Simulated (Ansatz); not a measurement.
```xyz
7

Ge   -0.4838   -0.0001   -0.5393
F     0.2271   -0.0001    2.8333
H     0.7496   -0.0002    0.3797
H    -0.6083    1.2792   -1.3975
H    -0.6083   -1.2791   -1.3980
Br   -2.3547   -0.0003    0.8971
H    -0.6681    0.0005    2.5344
```

All numbers below come from Ansatz, RKS PBE/def2-SVP.

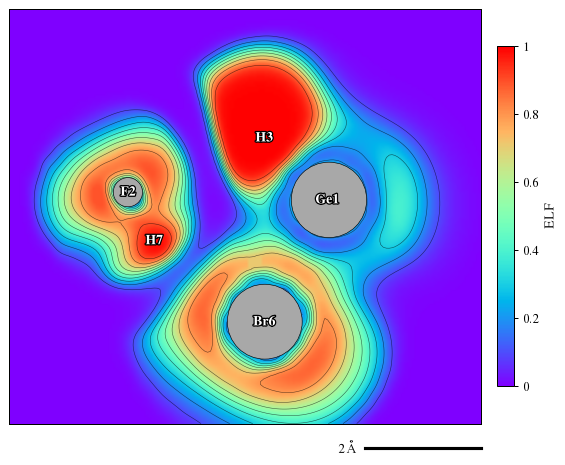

BrGeH₃···HF. ELF on the plane of atoms H3, Ge1 and Br6. Grey discs cover the atomic cores.

### What do the fields say about this system?

The plane passes through Ge, F, H and Br nuclei. Br6···H7 (2.35 Å): the ELF dips to about 0.15 between them. Ge–Br (2.36 Å): the ELF peaks at about 0.75 in the valence shell of Br, 1.1 Å from its nucleus, and is about 0.70 at the midpoint. F–H (0.94 Å): the ELF climbs to about 1 towards the hydrogen, as it does in any bond to H; an ordinary covalent bond to hydrogen. Ge–H (1.54 Å): the ELF climbs to about 1 towards the hydrogen. The ELF also peaks beside Br6 and F2, away from the bonds: lone-pair regions.
